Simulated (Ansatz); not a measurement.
Base system: ZrS2 in the CdI2 type structure (space group P-3m1, No. 164; a = 3.6348 Å, c = 5.7196 Å; layered, stacked along the Cartesian z axis).

It is then changed as follows: a negative pressure, −1 GPa.

Level of theory: PBE-D3(BJ) (Ansatz, a first-principles code), scalar-relativistic without spin-orbit coupling.

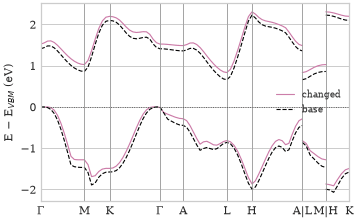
Figure. Highest valence and lowest conduction band along the path, each from its own valence-band maximum

Question: From the figure, how large is the changed gap, and is it direct?

Answer: About 0.8 eV, indirect, K–Γ (87 % along) → L.

Load acts through the strain it causes; cell and atoms are relaxed under it. No phonon test of stability was made.
